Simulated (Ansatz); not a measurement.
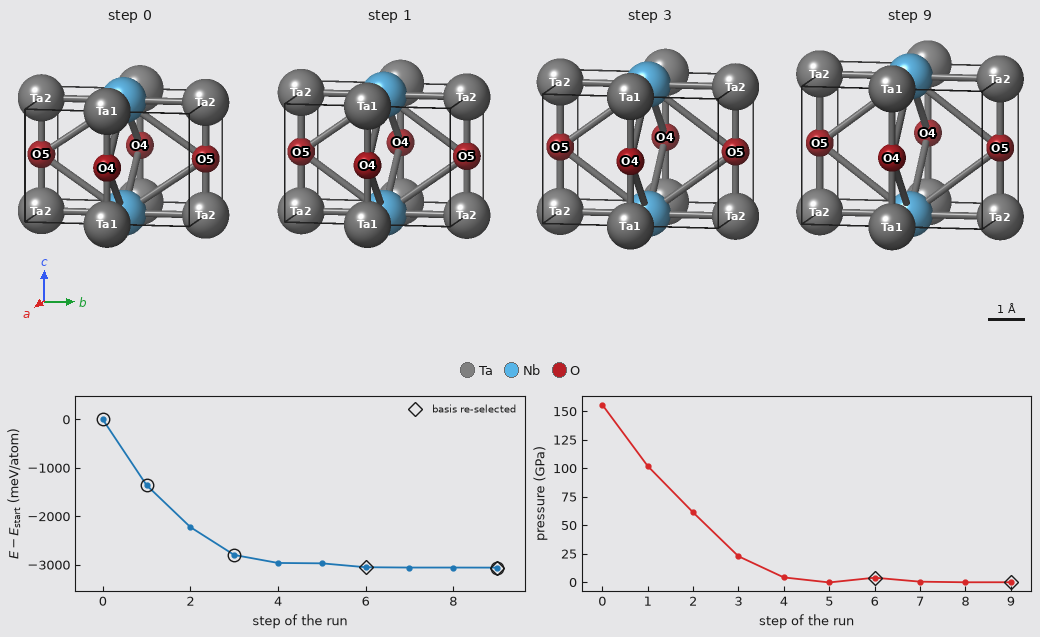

Frames of a relaxation of crystalline Ta2NbO2 (a generated structure, set up in P4/mmm) (coarse preliminary run), marked on the history of the run. Style: ball-and-stick. Shown: the cell of the calculation, slightly off an axis.

Theory: DFT PBE, scalar-relativistic, plane waves, PAW in Ansatz.

The input:
```yaml
crystal:
  lattice:
    - [4.70025406, 0.0, 0.0]
    - [0.0, 4.70025406, 0.0]
    - [0.0, 0.0, 3.19374559]
  atoms:
    - { symbol: Ta, position: [0.0, 0.5, 0.0] }
    - { symbol: Ta, position: [0.5, 0.0, 0.0] }
    - { symbol: Nb, position: [0.5, 0.5, 0.0] }
    - { symbol: O, position: [0.0, 0.5, 0.5] }
    - { symbol: O, position: [0.5, 0.0, 0.5] }
basis:
  ecutwfc: 420
kpoints:
  mp_grid: { grid: [4, 4, 6] }
hamiltonian:
  xc: pbe
scf:
  occupations: { method: gaussian, width: 0.1 }
  lower_state_search: "off"
output:
  forces: true
  stress: true
  eigenvalues: true
relax:
  adjacent_minimum: "off"
  f_tol: 0.04
  max_steps: 70
  cell: { stress_tol: 0.4 }
```

Command:
```bash
ansatz run input.yaml --threads 1 --pin off --max-ram 2560MiB --backend cpu --events-out ev --progress --plain --runs-dir out
```

Question: Describe the path.

Answer: No atom moves by more than 0.005 Å relative to the cell. The drawn cell changes as follows: a = b 4.700 → 5.162 Å (+9.8 %), c 3.194 → 3.904 Å (+22.2 %); the volume changes by +47.4 %. Some distances before and after: Ta1–Ta1 3.194 → 3.904 Å, Nb3–Nb3 3.194 → 3.904 Å, Nb3–O4 2.841 → 3.236 Å, Ta1–O4 1.597 → 1.952 Å. The space group stays P4/mmm (No. 123). The energy falls by 3057 meV per atom in 7 accepted moves (9 points after the start). All forces vanish by symmetry, so only the cell relaxes. Pressure: 155.88 GPa at the start and 0.01 GPa at the end. At 2 points the geometry stayed and the basis and grid were re-selected for the new cell (energy shift of 80.2 meV per atom at most each time). From step 0 to 1: volume +6.5 %, energy −1356 meV per atom. From step 1 to 3: volume +22.6 %, energy −1439 meV per atom. From step 3 to 9: volume +13.0 %, energy −262 meV per atom.

```tsv
step	E − E(0), meV/atom	pressure, GPa	volume, Å³/atom	note
0	0.00	155.88	14.111	
1	-1356.48	102.07	15.024	
2	-2221.36	61.36	16.127	
3	-2795.91	22.82	18.418	
4	-2961.25	4.24	19.679	
5	-2968.96	-0.17	20.036	
6	-3049.19	4.00	20.036	same geometry, new basis
7	-3056.02	0.50	20.715	
8	-3055.96	-0.02	20.805	
9	-3057.50	0.01	20.805	same geometry, new basis
```
